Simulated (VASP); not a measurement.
# Re (Rhenium) with r2SCAN: from relaxation to properties, part 4 of 4

Wanted: the relaxed cell of Re (Rhenium) and its properties. Left out of this account: 1 further run (core levels: core levels are not valid at this level). The start is a cell from a database of measured crystal structures.

VASP 6.6.1, plane waves and PAW; the level of theory is named at each step.

Still holding for the runs below: The k-mesh is coarse for a metal.

So far. Step 12 (Volume scan with r2SCAN (run 7)): The pressure falls from -14.19 to -20.19 GPa. The parabola predicted -19.97 GPa, +0.22 GPa off. Step 14 (Fit for r2SCAN): The fitted volume lies -0.00 % from the relaxed one. The relaxed cell has a = 2.759, c = 4.460 Å (conventional setting).

### Step 15. Band structure (r2SCAN + SOC)

This step: r2SCAN, spin-orbit coupling; plane waves and PAW (Re) (VASP 6.6.1).

Levels along the symmetry lines show where the bands peak and cross; KPOINTS_OPT computes them in the converged potential. Spin-orbit coupling needs spinors and the noncollinear program, where each band holds one electron.

INCAR reads:

```
SYSTEM = Re
PREC = Accurate
ENCUT = 400
EDIFF = 1E-06
NELM = 100
ISMEAR = 1
SIGMA = 0.2
LREAL = .FALSE.
ALGO = Normal
METAGGA = R2SCAN
LASPH = .TRUE.
LNONCOLLINEAR = .TRUE.
MAGMOM = 0 0 0 0 0 0
NBANDS = 26
GGA_COMPAT = .FALSE.
LSORBIT = .TRUE.
LMAXMIX = 4
LORBIT = 11
LWAVE = .FALSE.
LCHARG = .FALSE.
KPAR = 2
```

POSCAR reads:

```
Re
1.0
    2.7586891562      0.0000000000      0.0000000000
   -1.3793445781      2.3890948904      0.0000000000
    0.0000000000      0.0000000000      4.4599403156
Re
2
Direct
    0.3333333333      0.6666666667      0.2500000000
    0.6666666667      0.3333333333      0.7500000000
```

KPOINTS reads:

```
Automatic mesh
0
Gamma
7 7 4
0 0 0
```

KPOINTS_OPT reads:

```
Line mode
16
Line-mode
Reciprocal
  0.00000000   0.00000000   0.00000000 GAMMA
  0.50000000   0.00000000   0.00000000 M

  0.50000000   0.00000000   0.00000000 M
  0.33333333   0.33333333   0.00000000 K

  0.33333333   0.33333333   0.00000000 K
  0.00000000   0.00000000   0.00000000 GAMMA

  0.00000000   0.00000000   0.00000000 GAMMA
  0.00000000   0.00000000   0.50000000 A

  0.00000000   0.00000000   0.50000000 A
  0.50000000   0.00000000   0.50000000 L

  0.50000000   0.00000000   0.50000000 L
  0.33333333   0.33333333   0.50000000 H

  0.33333333   0.33333333   0.50000000 H
  0.00000000   0.00000000   0.50000000 A

  0.50000000   0.00000000   0.50000000 L
  0.50000000   0.00000000   0.00000000 M

  0.33333333   0.33333333   0.00000000 K
  0.33333333   0.33333333   0.50000000 H
```

PAW data sets: Re (PBE family, release 64).

Launch:

```console
mpirun -np 2 vasp_ncl
```

Output:

```text
[... set-up lines as in an earlier step ...]
 entering main loop
       N       E                     dE             d eps       ncg     rms          rms(c)
DAV:   1    -0.224821243589E+02   -0.22482E+02   -0.56153E+03  2436   0.128E+03
DAV:   2    -0.100186823022E+03   -0.77705E+02   -0.67614E+02  2442   0.504E+02
DAV:   3    -0.106466113822E+03   -0.62793E+01   -0.52622E+01  2362   0.210E+02
DAV:   4    -0.106709096931E+03   -0.24298E+00   -0.23433E+00  2176   0.350E+01
DAV:   5    -0.106715468390E+03   -0.63715E-02   -0.63363E-02  2072   0.431E+00    0.394E+01
DAV:   6    -0.105777212588E+03    0.93826E+00   -0.34703E-01  2454   0.124E+01    0.213E+01
DAV:   7    -0.105576154237E+03    0.20106E+00   -0.25996E-01  2484   0.164E+01    0.898E+00
DAV:   8    -0.105550955724E+03    0.25199E-01   -0.36080E-02  2496   0.495E+00    0.618E-01
DAV:   9    -0.105549236129E+03    0.17196E-02   -0.22542E-03  1998   0.111E+00    0.508E-01
DAV:  10    -0.105548879050E+03    0.35708E-03   -0.64195E-04  2488   0.470E-01    0.618E-02
DAV:  11    -0.105548896060E+03   -0.17010E-04   -0.13797E-05  2248   0.107E-01    0.255E-02
DAV:  12    -0.105548904156E+03   -0.80966E-05   -0.23618E-05  2074   0.847E-02    0.140E-02
DAV:  13    -0.105548905657E+03   -0.15009E-05   -0.31066E-07   950   0.140E-02    0.927E-03
DAV:  14    -0.105548905787E+03   -0.13024E-06   -0.24049E-07   844   0.220E-02
   1 F= -.10554891E+03 E0= -.10554886E+03  d E =-.130897E-03  mag=    -0.0000    -0.0000    -0.0000
 Start KPOINTS_OPT (optional k-point list driver)
k-point batch [1-24\144]
       N       E                     dE             ncg
DAV:   1     0.348962643684E+04   -0.46265E+04     2432
DAV:   2     0.160798300934E+04   -0.18816E+04     2448
DAV:   3     0.144887452700E+04   -0.15911E+03     2400
DAV:   4     0.144290676929E+04   -0.59678E+01     2176
DAV:   5     0.144272819955E+04   -0.17857E+00     2060
DAV:   6     0.144271410309E+04   -0.14096E-01     2144
DAV:   7     0.144271323406E+04   -0.86902E-03     2040
DAV:   8     0.144271313542E+04   -0.98638E-04     2112
DAV:   9     0.144271312503E+04   -0.10398E-04     1824
DAV:  10     0.144271312412E+04   -0.90625E-06     1360
[...]
k-point batch [121-144\144]
       N       E                     dE             ncg
DAV:   1     0.351178633476E+04   -0.10318E+05     2452
DAV:   2     0.165949972075E+04   -0.18523E+04     2448
DAV:   3     0.150251796745E+04   -0.15698E+03     2420
DAV:   4     0.149728314926E+04   -0.52348E+01     2288
DAV:   5     0.149709575956E+04   -0.18739E+00     2114
DAV:   6     0.149708711746E+04   -0.86421E-02     2104
DAV:   7     0.149708647517E+04   -0.64229E-03     2076
DAV:   8     0.149708641472E+04   -0.60452E-04     2086
DAV:   9     0.149708640828E+04   -0.64353E-05     1686
DAV:  10     0.149708640792E+04   -0.36196E-06     1238
```

Elapsed: 10 min, on 2 MPI ranks of AMD EPYC 7R43, shared host; peak memory 0.33 GiB; 20 min of CPU time.

OUTCAR, selected parts (step 15):

```text
   k-points           NKPTS =     24   k-points in BZ     NKDIM =     24   number of bands    NBANDS=     26

   NELECT =      14.0000    total number of electrons

 E-fermi :   7.7678

 k-point     1 :       0.0000    0.0000    0.0000
  band No.  band energies     occupation
    ...
     10       6.4421      1.00000
     11       6.4983      1.00000
     12       6.4983      1.00000
     13       7.3164      1.00320
     14       7.3164      1.00320
     15       7.8636      0.14155
     16       7.8636      0.14155
     17       8.1622     -0.00874
     18       8.1622     -0.00874
     19       8.2469     -0.00182
    ...

  Total        0.0607629      0.0607629      0.0416348     -0.0000000     -0.0000000      0.0000000
  in kB        3.3119501      3.3119501      2.2693545     -0.0000000     -0.0000000      0.0000000
  external PRESSURE =       2.9644182 kB  Pullay stress =       0.0000000 kB

 POSITION                                       TOTAL-FORCE (eV/Angst)
 -----------------------------------------------------------------------------------
     -0.00000      1.59273      1.11499         0.000000     -0.000000      0.000000
      1.37934      0.79636      3.34496        -0.000000      0.000000      0.000000
 -----------------------------------------------------------------------------------
    total drift:                                0.000000     -0.000000      0.000000

  FREE ENERGIE OF THE ION-ELECTRON SYSTEM (eV)
  ---------------------------------------------------
  free  energy   TOTEN  =      -105.5489057873 eV

  energy  without entropy=     -105.5487748903  energy(sigma->0) =     -105.54886215

 Spin-Orbit-Coupling matrix elements
 Ion:    1  E_soc:     -0.6600208
 Ion:    2  E_soc:     -0.6600208

 magnetization (x)
# of ion       s       p       d       tot
------------------------------------------
    1        0.000   0.000   0.000   0.000
    2        0.000   0.000   0.000   0.000
--------------------------------------------------
tot          0.000   0.000   0.000   0.000

 magnetization (y)
# of ion       s       p       d       tot
------------------------------------------
    1        0.000   0.000  -0.000  -0.000
    2        0.000  -0.000  -0.000  -0.000
--------------------------------------------------
tot          0.000   0.000  -0.000  -0.000

 magnetization (z)
# of ion       s       p       d       tot
------------------------------------------
    1        0.000   0.000   0.000   0.000
    2        0.000   0.000   0.000   0.000
--------------------------------------------------
tot          0.000   0.000   0.000   0.000

[... 7 parts as in an earlier step ...]

[... 9 further parts left out ...]
```

Numbers from this step:

* SCF cycles: 14
* bands: 26
* irreducible k-points: 24
* free energy (TOTEN): -105.5489 eV
* Fermi energy: 7.768 eV
* pressure: 0.2964 GPa

On-site spin-orbit energy by atom:

| atom | on-site spin-orbit energy (eV) |
| --- | --- |
| Re1 | -0.660 |
| Re2 | -0.660 |

Electronic bands along the path, in eV, zero at the Fermi level; # counts the bands kept:

| point | #11 | #12 | #13 | #14 | #15 | #16 | #17 | #18 |
| --- | --- | --- | --- | --- | --- | --- | --- | --- |
| Γ | -1.27 | -1.27 | -0.45 | -0.45 | 0.10 | 0.10 | 0.39 | 0.39 |
| M | -1.55 | -1.55 | -0.64 | -0.64 | 4.10 | 4.10 | 4.29 | 4.29 |
| K | -2.24 | -2.24 | -0.07 | -0.07 | 2.91 | 2.91 | 3.33 | 3.33 |
| Γ | -1.27 | -1.27 | -0.45 | -0.45 | 0.10 | 0.10 | 0.39 | 0.39 |
| A | -2.11 | -2.11 | -1.52 | -1.52 | -1.52 | -1.52 | 2.54 | 2.54 |
| L | 0.23 | 0.23 | 0.90 | 0.90 | 0.90 | 0.90 | 4.33 | 4.33 |
| H | -2.38 | -2.38 | -0.22 | -0.22 | 0.31 | 0.31 | 3.41 | 3.41 |
| A | -2.11 | -2.11 | -1.52 | -1.52 | -1.52 | -1.52 | 2.54 | 2.54 |
| jump to L | 0.23 | 0.23 | 0.90 | 0.90 | 0.90 | 0.90 | 4.33 | 4.33 |
| M | -1.55 | -1.55 | -0.64 | -0.64 | 4.10 | 4.10 | 4.29 | 4.29 |
| jump to K | -2.24 | -2.24 | -0.07 | -0.07 | 2.91 | 2.91 | 3.33 | 3.33 |
| H | -2.38 | -2.38 | -0.22 | -0.22 | 0.31 | 0.31 | 3.41 | 3.41 |

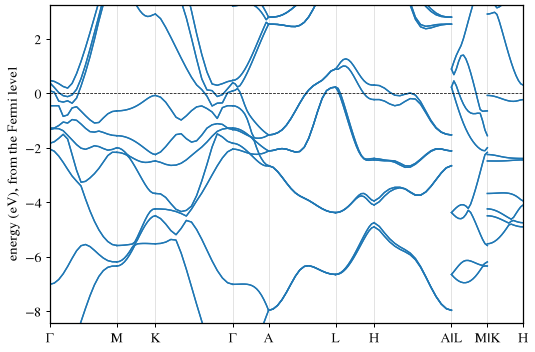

Electronic bands along the path.

There is no gap at this level.

Of the bands kept, 10 cross the Fermi level on this path (spinor bands, one electron each).

### Step 16. What came out

```json
{"relaxed volume": "14.70 Å³/atom", "relaxed conventional cell a, b, c": "2.759, 2.759, 4.460 Å; angles 90.0, 90.0, 120.0°", "space group after relaxing, within 0.02 Å": "P6_3/mmc (No. 194)", "band gap": "none, a metal", "DOS at the Fermi level": "1.07 states/eV/cell", "bulk modulus from the fit": "394 GPa", "volume from the fit": "14.7 Å³/atom", "band gap (r2SCAN + SOC)": "none, a metal"}
```

**Reading.** With r2SCAN, Re (Rhenium) relaxes to 14.70 Å³/atom in space group P6_3/mmc (held by the symmetry of the run), comes out as a metal and has a bulk modulus of 394 GPa at fixed shape and positions, an upper bound. Against the listed cell the volume lies -0.1 % (a -0.1 %, c under 0.05 %). Band structure (r2SCAN): Of the bands kept, 6 cross the Fermi level on this path. Band structure (r2SCAN + SOC): Of the bands kept, 10 cross the Fermi level on this path (spinor bands, one electron each). The k-sampling is coarse for a metal, so the Fermi level, pressures and the shape of the cell carry errors. No search among competing phases was made. All values are for a static lattice at zero temperature.

[Lines on the potential files, build, host, timing and source positions are cut from VASP's logs without a mark.]

[Logs are printed without paths, hosts, clocks, repeated set-up lines and the standing remarks that a program may print on its own settings, such as how far it seeks lower states.]

[Hosts, paths, dates, database ids (printed as entryN), source tags and the programs' standing remarks are cut or masked in the printed files.]

[A measured line is paired with the nearest computed mode of its activity, which favours agreement.]
